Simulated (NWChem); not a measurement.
# C3H3N (acrylonitrile) at 6 levels

Wanted: a comparison of 6 runs (HF/3-21G, HF/def2-SVP, HF/aug-cc-pVDZ, B3LYP/6-31G*, MP2/6-311+G**, CCSD(T)/6-311+G**) of C3H3N (acrylonitrile). 

The results are computed with NWChem 7.3.0.

### 1 The system as given

The species is C3H3N (7 atoms), meant as a singlet with charge 0. As SMILES, `C=CC#N`. Geometry: relaxed at PBE0-D4/def2-TZVP.

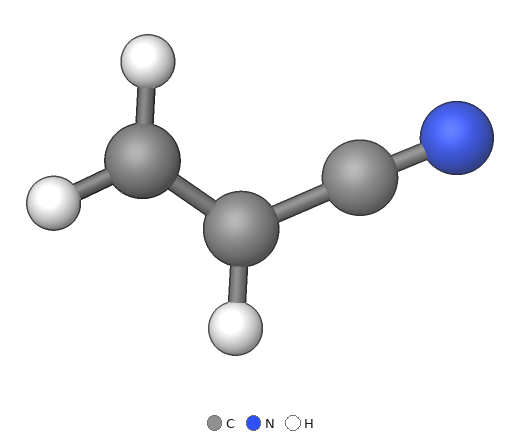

Viewed from a chosen angle; carbon grey, nitrogen blue, hydrogen white.

### 2 Energy and gradient at HF/3-21G (run 1)

File run.py:

```python
from ase import Atoms
from ase.calculators.nwchem import NWChem

atoms = Atoms(['C', 'C', 'C', 'N', 'H', 'H', 'H'], positions=[
    [-0.540840, 0.829550, -0.350560],
    [0.371580, 0.105220, 0.289410],
    [0.413320, -1.315880, 0.218830],
    [0.465120, -2.465750, 0.175380],
    [-1.304630, 0.366690, -0.963300],
    [-0.540500, 1.909410, -0.272510],
    [1.135950, 0.570750, 0.902750],
])

calc = NWChem(
    label='c3h3n',
    theory='scf',
    memory='2200 mb',
    basis='3-21G',
    basispar='spherical bse',
    scf={'nopen': '0', 'rhf': None, 'thresh': '1e-08', 'maxiter': '80'},
)
atoms.calc = calc

forces = atoms.get_forces()
print(f"energy = {atoms.get_potential_energy():.6f} eV")
print("forces (eV/A):")
for s, f in zip(atoms.symbols, forces):
    print(f"{s:2s} {f[0]:10.5f} {f[1]:10.5f} {f[2]:10.5f}")
print("dipole (e A):", atoms.get_dipole_moment().round(4))
```

Launch:

```console
$ export ASE_NWCHEM_COMMAND="nwchem PREFIX.nwi > PREFIX.nwo"
$ python run.py
```

Log:

```text
energy = -4593.815041 eV
forces (eV/A):
C     0.23089   -0.15694    0.16378
C    -0.18975    0.64710   -0.09698
C     0.17257   -1.70845    0.00756
N    -0.11719    1.61522    0.02741
H     0.28241    0.23243    0.23114
H    -0.03862   -0.42757   -0.06027
H    -0.34031   -0.20183   -0.27264
dipole (e A): [-0.1133  0.8369 -0.0257]
```

The calculator wrote c3h3n.nwi:

```
title "c3h3n"

permanent_dir c3h3n

scratch_dir c3h3n

start c3h3n

geometry units angstrom nocenter noautosym noautoz
  C  -5.4083999999999999e-01 8.2955000000000001e-01 -3.5055999999999998e-01
  C  3.7158000000000002e-01 1.0521999999999999e-01 2.8941000000000000e-01
  C  4.1332000000000002e-01 -1.3158799999999999e+00 2.1883000000000000e-01
  N  4.6511999999999998e-01 -2.4657499999999999e+00 1.7538000000000001e-01
  H  -1.3046300000000000e+00 3.6669000000000002e-01 -9.6330000000000005e-01
  H  -5.4049999999999998e-01 1.9094100000000001e+00 -2.7250999999999997e-01
  H  1.1359500000000000e+00 5.7074999999999998e-01 9.0275000000000005e-01
end

memory 2200 mb

basis spherical bse noprint
   * library 3-21G
end

scf
  nopen 0
  rhf
  thresh 1e-08
  maxiter 80
end

task scf gradient
```

c3h3n.nwo:

```text
Northwest Computational Chemistry Package (NWChem) 7.3.0
             --------------------------------------------------------

           Job information
           ---------------

    nwchem branch   = 7.3.0
    use scalapack   = T
    input           = c3h3n.nwi
    prefix          = c3h3n.
    data base       = c3h3n/c3h3n.db
    status          = startup
    nproc           =        1

           Memory information
           ------------------

[... 5 lines left out ...]
    hardfail = no
[... 133 lines left out ...]
         Quadratically convergent ROHF
[... 15 lines left out ...]
       Final RHF  results
[... 4 lines left out ...]
      Two-electron energy =    146.709683893018
[... 33 lines left out ...]
                       ROHF Final Molecular Orbital Analysis
[... 209 lines left out ...]
                 ----------------------------------------
                 |  Time  |  1-e(secs)   |  2-e(secs)   |
                 ----------------------------------------
                 |  CPU   |       0.00   |       0.08   |
                 ----------------------------------------
                 |  WALL  |       0.00   |       0.08   |
                 ----------------------------------------

 Task  times  cpu:        0.7s     wall:        0.7s
 Total times  cpu:        0.7s     wall:        0.7s
```

Wall time 1.5 s (1 thread of AMD EPYC 9R45 (Zen 5), shared host); peak memory 0.099 GiB.

### 3 Energy and gradient at HF/def2-SVP (run 2)

File run.py:

```python
from ase import Atoms
from ase.calculators.nwchem import NWChem

system = Atoms(['C', 'C', 'C', 'N', 'H', 'H', 'H'], positions=[
    [-0.540840, 0.829550, -0.350560],
    [0.371580, 0.105220, 0.289410],
    [0.413320, -1.315880, 0.218830],
    [0.465120, -2.465750, 0.175380],
    [-1.304630, 0.366690, -0.963300],
    [-0.540500, 1.909410, -0.272510],
    [1.135950, 0.570750, 0.902750],
])

calc = NWChem(
    label='struct',
    theory='scf',
    memory='2200 mb',
    basis='def2-SVP',
    basispar='spherical bse',
    scf={'nopen': '0', 'rhf': None, 'thresh': '1e-08', 'maxiter': '80'},
)
system.calc = calc

forces = system.get_forces()
print("Total energy (eV):", round(system.get_potential_energy(), 6))
print("forces (eV/A):")
for s, f in zip(system.symbols, forces):
    print(f"{s:2s} {f[0]:10.5f} {f[1]:10.5f} {f[2]:10.5f}")
print("dipole (e A):", system.get_dipole_moment().round(4))
```

Launch:

```console
$ export ASE_NWCHEM_COMMAND="nwchem PREFIX.nwi > PREFIX.nwo"
$ python run.py
```

Log:

```text
Total energy (eV): -4616.047994
forces (eV/A):
C     0.21021   -0.16424    0.14758
C    -0.18610    1.01548   -0.06777
C     0.15843   -3.26134   -0.11483
N    -0.12094    2.43473    0.08351
H     0.01676    0.04350    0.01599
H    -0.01126   -0.04438   -0.01193
H    -0.06705   -0.02371   -0.05255
dipole (e A): [-0.1215  0.8717 -0.0295]
```

The calculator wrote struct.nwi:

```
title "struct"

permanent_dir struct

scratch_dir struct

start struct

geometry units angstrom nocenter noautosym noautoz
  C  -5.4083999999999999e-01 8.2955000000000001e-01 -3.5055999999999998e-01
  C  3.7158000000000002e-01 1.0521999999999999e-01 2.8941000000000000e-01
  C  4.1332000000000002e-01 -1.3158799999999999e+00 2.1883000000000000e-01
  N  4.6511999999999998e-01 -2.4657499999999999e+00 1.7538000000000001e-01
  H  -1.3046300000000000e+00 3.6669000000000002e-01 -9.6330000000000005e-01
  H  -5.4049999999999998e-01 1.9094100000000001e+00 -2.7250999999999997e-01
  H  1.1359500000000000e+00 5.7074999999999998e-01 9.0275000000000005e-01
end

memory 2200 mb

basis spherical bse noprint
   * library def2-SVP
end

scf
  nopen 0
  rhf
  thresh 1e-08
  maxiter 80
end

task scf gradient
```

struct.nwo:

```text
Northwest Computational Chemistry Package (NWChem) 7.3.0
             --------------------------------------------------------

           Job information
           ---------------

    nwchem branch   = 7.3.0
    use scalapack   = T
    input           = struct.nwi
    prefix          = struct.
    data base       = struct/struct.db
    status          = startup
    nproc           =        1

           Memory information
           ------------------

[... 5 lines left out ...]
    hardfail = no
[... 133 lines left out ...]
         Quadratically convergent ROHF
[... 15 lines left out ...]
       Final RHF  results
[... 4 lines left out ...]
      Two-electron energy =    147.057306529256
[... 33 lines left out ...]
                       ROHF Final Molecular Orbital Analysis
[... 210 lines left out ...]
                 ----------------------------------------
                 |  Time  |  1-e(secs)   |  2-e(secs)   |
                 ----------------------------------------
                 |  CPU   |       0.00   |       0.47   |
                 ----------------------------------------
                 |  WALL  |       0.00   |       0.47   |
                 ----------------------------------------

 Task  times  cpu:        3.7s     wall:        3.7s
 Total times  cpu:        3.7s     wall:        3.7s
```

It took 4.8 s on 1 thread of AMD EPYC 9R45 (Zen 5), shared host; peak memory 0.1 GiB.

Runs 3 to 5 aren't shown in full; the table further down has their settings and results.

### 4 The energy at CCSD(T)/6-311+G(d,p) (run 6)

File a.nw:

```
start a
title "C3H3N energy"
memory 2200 mb
charge 0

geometry units angstrom noautosym nocenter noautoz
  C    -0.540840    0.829550   -0.350560
  C     0.371580    0.105220    0.289410
  C     0.413320   -1.315880    0.218830
  N     0.465120   -2.465750    0.175380
  H    -1.304630    0.366690   -0.963300
  H    -0.540500    1.909410   -0.272510
  H     1.135950    0.570750    0.902750
end

basis spherical bse
  * library 6-311+G**
end

scf
  thresh 1e-08
  maxiter 80
  print low
end

ccsd
  freeze core 4
  maxiter 60
end

task ccsd(t) energy
```

Launch:

```console
$ nwchem a.nw > a.out
```

Log:

```text
[...]
  functions       =   106
[...]
  wavefunction    = RHF
[...]
         Total SCF energy =   -169.809730903428
      One-electron energy =   -407.461340856914
      Two-electron energy =    147.122232741913
 Nuclear repulsion energy =     90.529377211572
        Time for solution =     14.0s
[...]
 Total MP2 energy:           -170.381935833779522
[...]
             energy      energy      error      ampl     ampl      Block
                                                time     time      time
[...]
 Total CCSD energy:           -170.403730100818450
[...]
 Total CCSD+T(CCSD) energy:           -170.432685410313894
[...]
 Total CCSD(T) energy:                -170.431481407321314
[...]
```

It took 2.3 min on 1 thread of AMD EPYC 9R45 (Zen 5), shared host; peak memory 0.34 GiB.

### 5 The series

```tsv
run	level	iteration cap	module	energy (Eh)	dipole moment (D)	HOMO energy (eV)	LUMO energy (eV)	wall time
1	HF/3-21G	80	scf	-168.819590	4.06	-10.72	2.75	1.5 s
2	HF/def2-SVP	80	scf	-169.636636	4.23	-10.87	2.39	4.8 s
3	HF/aug-cc-pVDZ	80	scf	-169.788494	4.39	-10.87	0.74	37 s
4	B3LYP/6-31G* (spherical functions)	100	dft	-170.826711	3.85	-7.90	-1.46	12 s
5	MP2/6-311+G**	80	mp2	-170.381936	3.81	-10.89	1.52	32 s
6	CCSD(T)/6-311+G**	80	ccsd(t)	-170.431481	–	–	–	2.3 min
```

### 6 Outcome

```
                                          quantity          value
                               run 6: total energy  -170.43148 Eh
run 6: correlation energy (4 core orbitals frozen)     -621.8 mEh
                             run 6: (T) correction     -27.75 mEh
```

Over runs 1, 2, 3, 4, 5 the dipole moment (its size) runs from 3.81 D (MP2/6-311+G**) to 4.39 D (HF/aug-cc-pVDZ). The two ends differ in method and basis. Over runs 1, 2, 3, 4 the HOMO–LUMO gap runs from 6.44 eV (B3LYP/6-31G*) to 13.47 eV (HF/3-21G). All runs together took 3.8 min, the longest 2.3 min.
